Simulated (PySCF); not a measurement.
**One shape, several levels: doublet SiHClO+**

Wanted: a comparison of 6 runs (U-r2SCAN/STO-3G, U-wB97X-V/STO-3G, UB3LYP/STO-3G, UM06-2X/STO-3G, USVWN5/STO-3G, ROCCSD(T)/STO-3G) of doublet SiHClO+. The job is set up through a Python script.

The results are computed with PySCF 2.14.0.

6 further runs of the same task are left out: 6 set aside as unsound or not needed.

**1. Starting point**

The species is SiHClO+ (4 atoms), meant as a doublet with charge +1. As SMILES of the parent species, `O[Si]Cl`. The coordinates come from a PBE0-D4/def2-TZVP relaxation. That shape belongs to the parent species and isn't relaxed for this state.

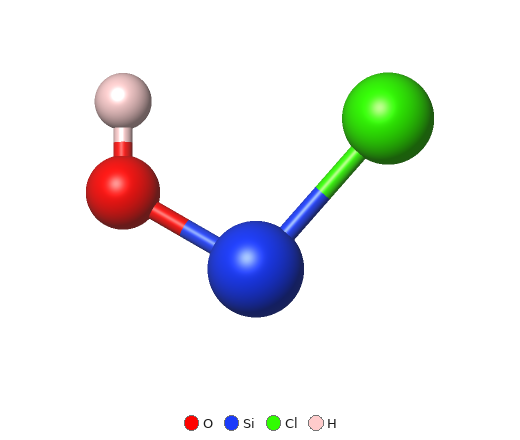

Viewed from a chosen angle; oxygen red, silicon blue, chlorine green, hydrogen pink.

**2. A single-point energy at U-r2SCAN/STO-3G (run 1)**

run.py reads:

```python
from pyscf import gto, dft

mol = gto.M(
    atom='O -0.911800 0.450200 -0.308700; Si -0.434200 -0.789700 0.647000; Cl 1.662300 -0.701000 0.421400; H -0.260800 0.980400 -0.780000',
    basis='sto-3g',
    charge=1,
    max_memory=1860,
    spin=1,
    verbose=3,
)

ks = dft.UKS(mol)
ks.xc = 'r2scan'
ks.grids.level = 5
ks.conv_tol = 1e-10
ks.kernel()
if not ks.converged:
    ks = ks.newton().run(ks.mo_coeff, ks.mo_occ)

e_tot = ks.e_tot
print(f'total energy: {e_tot:.8f} hartree')
```

Launch:

```bash
$ OMP_NUM_THREADS=1 python run.py
```

Standard output:

```text
WARN: HOMO -0.261621896334892 >= LUMO -0.261621896334891

converged SCF energy = -815.798527741511  <S^2> = 0.75848386  2S+1 = 2.0084659
total energy: -815.79852774 hartree
```

Wall time 9.6 s (1 thread of Arm Neoverse V1, shared host); peak memory 0.23 GiB.

**3. The energy at U-wB97X-V/STO-3G (run 2)**

calc.py reads:

```python
from pyscf import gto, dft

mol = gto.M(
    atom='O -0.911800 0.450200 -0.308700; Si -0.434200 -0.789700 0.647000; Cl 1.662300 -0.701000 0.421400; H -0.260800 0.980400 -0.780000',
    basis='sto-3g',
    verbose=3,
    spin=1,
    charge=1,
    max_memory=1860,
)

mf = dft.UKS(mol)
mf.xc = 'wb97x-v'
mf.nlcgrids.level = 1
mf.grids.level = 5
mf.conv_tol = 1e-10
mf.kernel()
if not mf.converged:
    mf = mf.newton().run(mf.mo_coeff, mf.mo_occ)

etot = mf.e_tot
print('Final energy', etot)
```

Launch:

```bash
$ OMP_NUM_THREADS=1 python calc.py
```

Standard output:

```text
converged SCF energy = -815.729944585984  <S^2> = 0.75948861  2S+1 = 2.0094662
Final energy -815.7299445859843
```

It took 28 s on 1 thread of Arm Neoverse V1, shared host; peak memory 0.22 GiB.

**4. A single-point energy at UB3LYP/STO-3G (run 3)**

job.py reads:

```python
from pyscf import gto, dft

molecule = gto.M(
    atom='''
O     -0.911800     0.450200    -0.308700
Si    -0.434200    -0.789700     0.647000
Cl     1.662300    -0.701000     0.421400
H     -0.260800     0.980400    -0.780000
''',
    verbose=4,
    charge=1,
    spin=1,
    basis='sto-3g',
    max_memory=1860,
)

mf = dft.UKS(molecule, xc='b3lyp')
mf.grids.level = 5
mf.conv_tol = 1e-10
mf.kernel()
if not mf.converged:
    mf = mf.newton().run(mf.mo_coeff, mf.mo_occ)

energy = mf.e_tot
print('Final energy', energy)
```

Launch:

```bash
$ OMP_NUM_THREADS=1 python job.py
```

Standard output:

```text
PySCF version 2.14.0

[INPUT] num. atoms = 4
[INPUT] num. electrons = 39
[INPUT] charge = 1
[INPUT] spin (= nelec alpha-beta = 2S) = 1
[INPUT] symmetry False subgroup None
[INPUT] Mole.unit = angstrom
[INPUT] Symbol           X                Y                Z      unit          X                Y                Z       unit  Magmom
[INPUT]  1 O     -0.911800000000   0.450200000000  -0.308700000000 AA   -1.723052280378   0.850754701279  -0.583358454653 Bohr   0.0
[INPUT]  2 Si    -0.434200000000  -0.789700000000   0.647000000000 AA   -0.820519083286  -1.492316720569   1.222652802594 Bohr   0.0
[INPUT]  3 Cl     1.662300000000  -0.701000000000   0.421400000000 AA    3.141291736865  -1.324698013320   0.796330588892 Bohr   0.0
[INPUT]  4 H     -0.260800000000   0.980400000000  -0.780000000000 AA   -0.492840573287   1.852687492524  -1.473986377161 Bohr   0.0

nuclear repulsion = 131.427828301599
number of shells = 14
number of NR pGTOs = 72
number of NR cGTOs = 24
basis = sto-3g
ecp = {}

[... 34 lines left out ...]
WARN: HOMO -0.265353733556045 >= LUMO -0.26535373355605
[... 54 lines left out ...]
converged SCF energy = -815.837247025729  <S^2> = 0.75622787  2S+1 = 2.0062182
Final energy -815.8372470257292
```

It took 6.9 s on 1 thread of Arm Neoverse V1, shared host; peak memory 0.22 GiB.

Runs 4 to 5 aren't shown in full; the table further down has their settings and results.

**5. A single-point energy at ROCCSD(T)/STO-3G (run 6)**

run.py reads:

```python
from pyscf import gto, scf, cc

mol = gto.M(
    atom=[
    ('O', (-0.911800, 0.450200, -0.308700)),
    ('Si', (-0.434200, -0.789700, 0.647000)),
    ('Cl', (1.662300, -0.701000, 0.421400)),
    ('H', (-0.260800, 0.980400, -0.780000)),
],
    verbose=3,
    basis='sto-3g',
    charge=1,
    max_memory=1860,
    spin=1,
)

mf = scf.ROHF(mol)
mf.conv_tol = 1e-10
mf.kernel()
if not mf.converged:
    mf = mf.newton().run(mf.mo_coeff, mf.mo_occ)

mycc = cc.CCSD(mf, frozen=11)
mycc.kernel()
e_t = mycc.ccsd_t()
e_final = mycc.e_tot + e_t
print('Final energy', e_final)
```

Launch:

```bash
$ OMP_NUM_THREADS=1 python run.py
```

Standard output:

```text
converged SCF energy = -814.38723983405

WARN: RCCSD method does not support ROHF method. ROHF object is converted to UHF object and UCCSD method is called.

E(UCCSD) = -814.4959964112625  E_corr = -0.1087565772126185
UCCSD(T) correction = -0.00823414082288089
Final energy -814.5042305520853
```

Run time: 1.1 s. Hardware: 1 thread of Arm Neoverse V1, shared host; peak memory 0.12 GiB.

**6. All runs side by side**

```csv
run,level,nlc grid,integration grid,energy (Eh),HOMO energy (eV),LUMO energy (eV),⟨S²⟩,wall time
1,U-r2SCAN/STO-3G,–,5,-815.798528,-12.71,-11.47,0.758,9.6 s
2,U-wB97X-V/STO-3G,1,5,-815.729945,-16.34,-8.85,0.759,28 s
3,UB3LYP/STO-3G,–,5,-815.837247,-13.67,-11.18,0.756,6.9 s
4,UM06-2X/STO-3G,–,5,-815.873008,-15.26,-9.74,0.762,9.9 s
5,USVWN5/STO-3G,–,5,-812.597032,-12.47,-11.88,0.752,3.3 s
6,ROCCSD(T)/STO-3G,–,–,-814.504231,–,–,0.750,1.1 s
```

**7. Outcome**

| quantity | value |
| --- | --- |
| run 6: total energy | -814.50423 Eh |
| run 6: correlation energy (11 core orbitals frozen) | -117.0 mEh |
| run 6: (T) correction | -8.23 mEh |
| run 6: ⟨S²⟩ of the reference determinant | 0.750 |
| run 6: T1 diagnostic | 0.039 |

What this shows: Totals of different functionals can't be ranked against each other. In runs 1, 2, 3, 4, 5, 6 the basis is minimal, so the values are rough. All runs together took 59 s, the longest 28 s.
